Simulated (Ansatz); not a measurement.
# Ti3Nb (Pm-3m): test of the smearing width, by script

How much does the smearing width move the energy of Ti3Nb (Pm-3m)? Wanted for Ti3Nb (Pm-3m): a test of the smearing width.

All numbers are computed with the Python package of Ansatz 0.2.0. Level of theory: DFT PBEsol, plane waves, PAW.

## 1. The structure

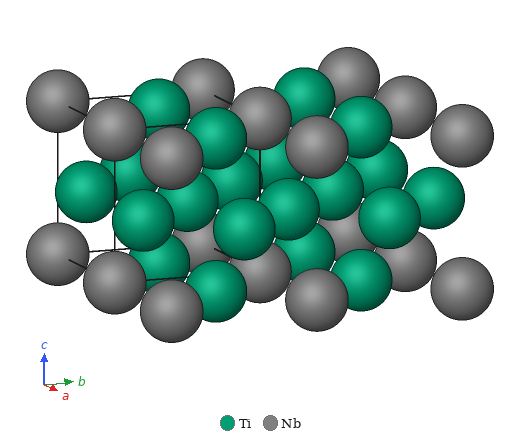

The starting structure, viewed slightly off an axis; titanium teal, niobium grey. 2×2×1 cells are drawn. Atoms on cell faces are repeated.

No structure file is read: the coordinates are typed or built in the script.

## 2. The code

ti3nb_smear.py

```python
import ansatz as az
import matplotlib.pyplot as plt

crystal = (
    az.Lattice.cubic(4.133433)
    .space_group(221)
    .atom("Ti", [0.0, 0.5, 0.5])
    .atom("Nb", [0.0, 0.0, 0.0])
)

model = (
    crystal.calculation()
    .functional("PBEsol")
    .basis(450)
    .kpoints(length=24)
    .forces()
    .stress()
)

rows = []
for value in [0.5, 0.3, 0.2, 0.1]:
    rep = model.occupations("cold", width=value).run().report
    rows.append((value, rep["free_energy_ev"] / len(rep["lattice"]["sites"]), rep["n_iterations"], sum(rep["stress_gpa"][i][i] for i in range(3)) / 3, max(abs(f) for row in rep["forces_ev_ang"] for f in row), rep["n_kpoints"]))

print("  width (eV)   F/atom (eV)    iterations       P (GPa)  max component (eV/A)      k-points")
for row in rows:
    print(f"{str(row[0]):>12s}  {row[1]:12.5f}  {row[2]:12d}  {row[3]:12.3f}  {row[4]:20.4f}  {row[5]:12d}")

for row in rows[:-1]:
    shift = 1000 * (row[1] - rows[-1][1])
    print(f"{row[0]}: {shift:+.2f} meV/atom" + ("  (within 5 meV)" if abs(shift) < 5 else ""))
plt.figure(figsize=(4.5, 3))
plt.plot([str(row[0]) for row in rows], [1000 * (row[1] - rows[-1][1]) for row in rows], "o-")
plt.xlabel("width (eV)")
plt.ylabel("F - F(last) (meV/atom)")
plt.tight_layout()
plt.savefig("smear.png", dpi=100)
```

## 3. What the engine is handed

The package turns the script's settings into the engine's input (first run):

```yaml
crystal:
  lattice:
    bravais: cubic
    a: 4.133433
  space_group: 221
  atoms:
    - { symbol: Ti, position: [0.0, 0.5, 0.5] }
    - { symbol: Nb, position: [0.0, 0.0, 0.0] }
basis:
  ecutwfc: 450.0
kpoints:
  mp_grid:
    grid: [6, 6, 6]
hamiltonian:
  xc: pbesol
scf:
  occupations:
    method: cold
    width: 0.5
output:
  forces: true
  stress: true
```

## 4. Running it

Started as:

```sh
python ti3nb_smear.py
```

Standard output:

```text
  width (eV)   F/atom (eV)    iterations       P (GPa)  max component (eV/A)      k-points
         0.5   -2979.19521             6        -5.021                0.0000            20
         0.3   -2979.19002             7        -5.161                0.0000            20
         0.2   -2979.18945             7        -5.238                0.0000            20
         0.1   -2979.19046             6        -5.165                0.0000            20
0.5: -4.75 meV/atom  (within 5 meV)
0.3: +0.45 meV/atom  (within 5 meV)
0.2: +1.01 meV/atom  (within 5 meV)
```

Wall time 20 s (1 thread of Arm Neoverse N1, shared host); peak memory 0.47 GiB.

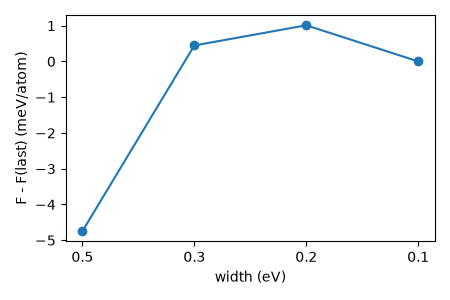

The script's own figure, smear.png.

## 5. What changed from run to run

The engine's inputs for the other runs:

Run 2, against run 1:

```diff
@@ -19 +19 @@
-    width: 0.5
+    width: 0.3
```

Run 3, against run 1:

```diff
@@ -19 +19 @@
-    width: 0.5
+    width: 0.2
```

Run 4, against run 1:

```diff
@@ -19 +19 @@
-    width: 0.5
+    width: 0.1
```

## 6. What each run gave

One row for each of the 4 runs:

```
run  width (eV)  energy from run 4 (meV/atom)  the same at zero width (meV/atom)  pressure (GPa)  SCF cycles  CPU time (s)
  1         0.5                         -4.75                               2.26           -5.02           6           5.3
  2         0.3                          0.45                               1.99           -5.16           7           4.1
  3         0.2                          1.01                               1.13           -5.24           7           4.1
  4         0.1                          0.00                               0.00           -5.16           6           3.8
```

Energies are free energies F = E - TS of the smeared occupations. 

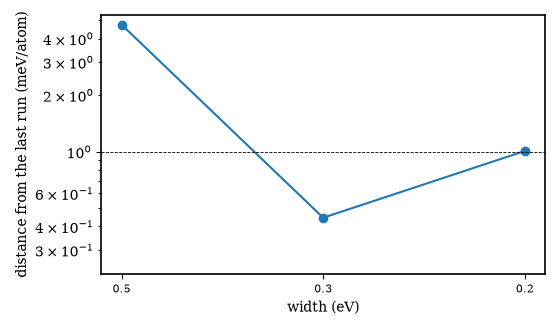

How far each run lies from the last one; the dashed line marks 1 meV/atom.

## 7. Summary of results

| quantity | value |
| --- | --- |
| runs compared | 4 |
| last run but one, from the last | +1.01 meV/atom |
| within 5 meV/atom of the last run from | 0.5 |

**Reading.** Going from 0.1 to 0.5 eV changes F by -4.7 meV an atom. This scheme is built to cancel the term in the square of the width, so the shifts stay small and are partly the mesh's error. The pressure moves from -5.16 to -5.02 GPa. Reading the output:
- The run is spin-unpolarised.
- For a metal this k-point mesh is coarse: on a finer one energies can move by several to tens of meV an atom and pressures by half a GPa or more, differences at one mesh by less.
- The free energy holds a sizeable smearing term, which stands for no physical temperature.
- Forces vanish by symmetry here and test nothing.
- The narrowest width needs the finest mesh, so the last row is no converged reference.
- Pressure is positive in compression.
- At these settings the cell as given stands under about -5 GPa, so it isn't at this functional's equilibrium volume.
- The structure comes from a database of computed cells and needn't be a stable or known phase.
